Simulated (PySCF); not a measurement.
SMILES O=C[SiH2][SiH2][SeH] (CH6OSeSi2) at its GFN2-xTB optimised geometry (Å):

```
11

O      1.1534     1.6302     1.4491
C      1.7874     0.6213     1.2510
Si     1.2356    -0.7349     0.0000
Si    -1.0883    -0.7349     0.0000
Se    -1.8834     1.4075     0.0000
H      2.7301     0.4705     1.8160
H      1.8834    -1.9639     0.4632
H      1.8796    -0.3236    -1.2503
H     -1.6512    -1.4188     1.1712
H     -1.6812    -1.3269    -1.1984
H     -0.8042     1.9639     0.7542
```

Computed with B3LYP/def2-TZVP run with PySCF 2.14.0. Cells within 0.4 Å of a nucleus heavier than hydrogen are left out (blank, or x).

Map of the electrostatic potential (hartree/e), clipped to [-0.08, 0.12] on the plane z = 0.0 Å:

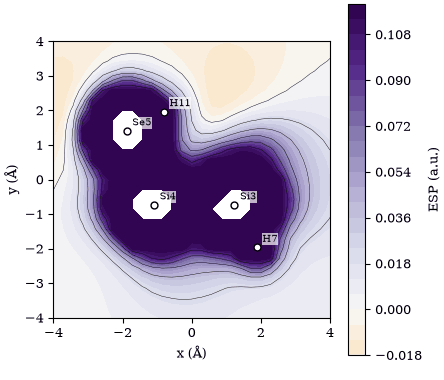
Electrostatic potential (hartree/e), clipped to [-0.08, 0.12] on the plane z = 0.0 Å.
